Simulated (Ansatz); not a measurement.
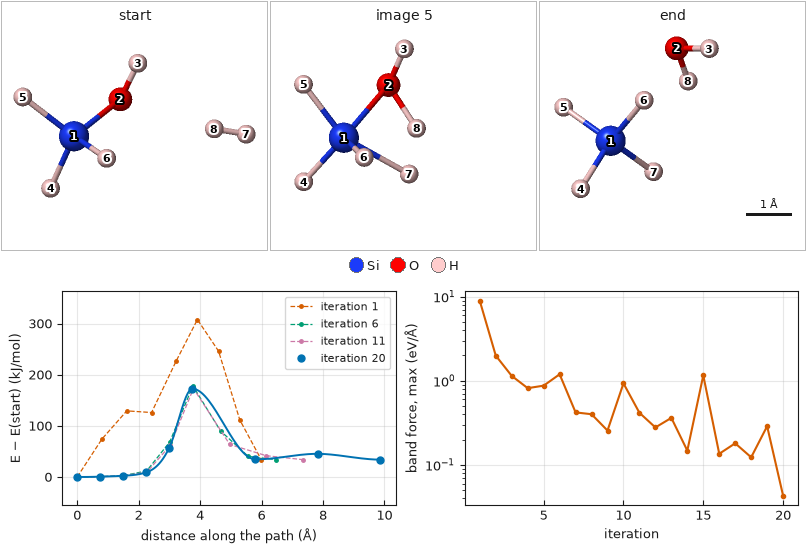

A search for the minimum-energy path of SiH6O, made up at the start of SiH$_{4}$O and H₂ by the nudged elastic band. Images are numbered from 0 (start) to 8 (end). The plot follows the band through its iterations. A ball-and-stick model, seen from a free direction.

Level of theory: RKS PBE/cc-pVDZ (Ansatz 0.2.0). Run with 7 movable images; climbing image; force threshold 0.05 eV/Å; iteration limit 60; starting path through a guess of the saddle point.

How did the profile develop, and is the result final?

Answer. The run is converged, with reservations. The band converged in 20 iterations. The largest component of the band force went from 8.9 to 0.043 eV/Å. The climbing image converged on the top of the path. Its vibrational analysis gives one imaginary mode (1140i cm⁻¹), as a transition state must have. The first iteration put the highest image at 307.8 kJ/mol. The energy climbs by 172.5 kJ/mol to image 5 and then falls by 138.5 kJ/mol, so the end point sits at +33.9 kJ/mol. The profile has 2 maxima (images 5, 7) with a dip at image 6 (+34.7 kJ/mol), so the process runs in steps.

Limits of the set-up: the start holds two separate molecules, 2.4 Å apart at their closest, whose relative position is a soft coordinate and is computed without a dispersion correction.
